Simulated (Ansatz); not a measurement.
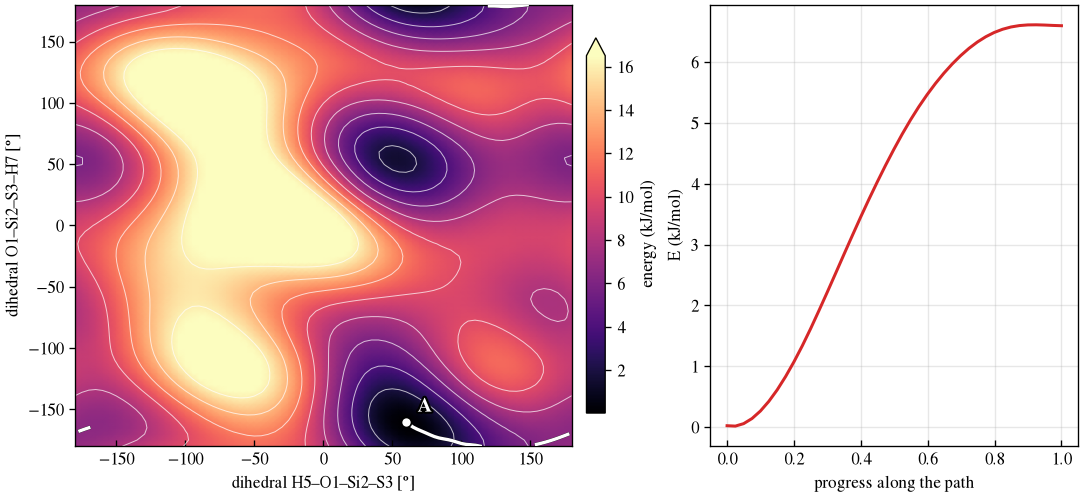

BrH3OSSi, SMILES O[SiH](S)Br. Coordinates scanned: (1) dihedral H5–O1–Si2–S3; (2) dihedral O1–Si2–S3–H7. Nothing is relaxed (all other coordinates rigid). The grid has 15 × 15 points. Points are written as (first, second). Energies: kJ/mol, counted from the relaxed molecule at the same level. The calculation used RHF/def2-TZVP in Ansatz 0.2.0.

Drawn: a smooth colour map with a few white contour lines, a line along the lowest path, one colour for all values above the top of the scale, the energy along the path at the right, the start A. Between grid points the surface is interpolated.

**Describe the path and its barrier.**

The easiest path leads from the well at (60°, −156°) to the well at about (−170°, −165°), about 6.6 kJ/mol higher. Its highest point lies about 6.6 kJ/mol above the bottom of the first well on the interpolated surface, at about (−180°, −170°). Seen from the upper well the barrier is about 0.015 kJ/mol. The start is the relaxed structure and all else is held, so a fully relaxed path at this level can only be lower.
